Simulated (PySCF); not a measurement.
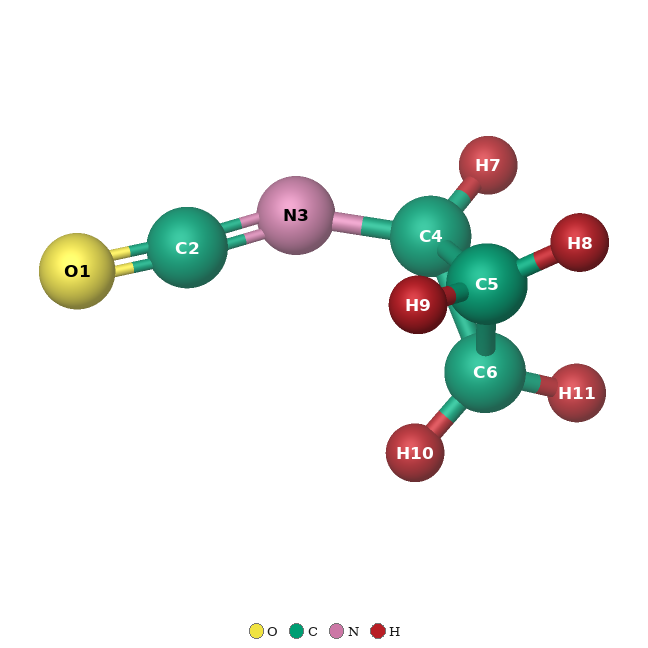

The geometry was computed by an optimisation with PBE0-D3(BJ)/def2-SVP. No frequency run is at hand to confirm it as a minimum. Electric field gradients from the ground-state density, B3LYP/6-31G* (PySCF 2.14.0), non-relativistic apart from any core potentials.

Give the largest field-gradient component, the quadrupole coupling constant and the asymmetry for 17O at O1 (Q = −25.6 mb), 14N at N3 (Q = 20.44 mb).

```json
{"atom": "O1", "V_zz (a.u.)": "0.825", "e²qQ/h (MHz)": "−4.96", "η": "0.40"}
{"atom": "N3", "V_zz (a.u.)": "0.681", "e²qQ/h (MHz)": "3.27", "η": "0.01"}
```
